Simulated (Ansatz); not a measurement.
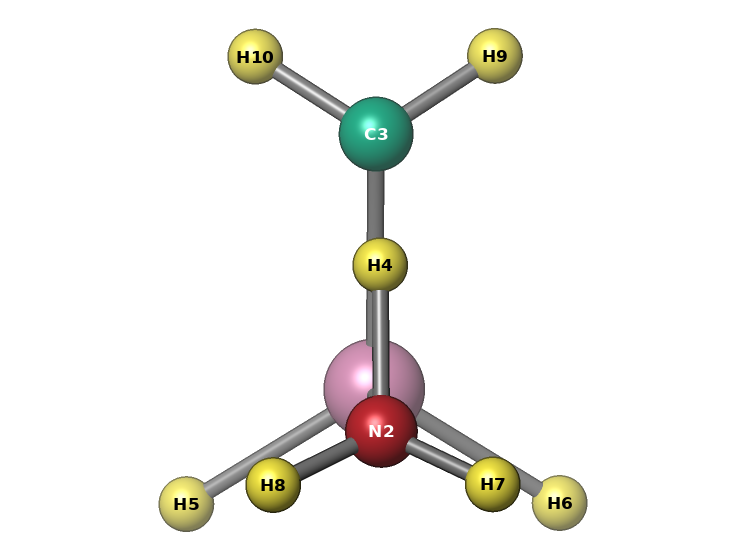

Simulated data, not a measurement (program: Ansatz).

Sn1 lies behind N2. The molecule seen nearly along the N2–Sn1 bond, N2 in front. Atoms fade into the background with distance from the viewer. Geometry: start.

What is the torsion angle H4–N2–Sn1–C3? The sign is positive where the front bond must turn clockwise to cover the back bond.

0°, synperiplanar (eclipsed). The bonds about N2–Sn1 are eclipsed.
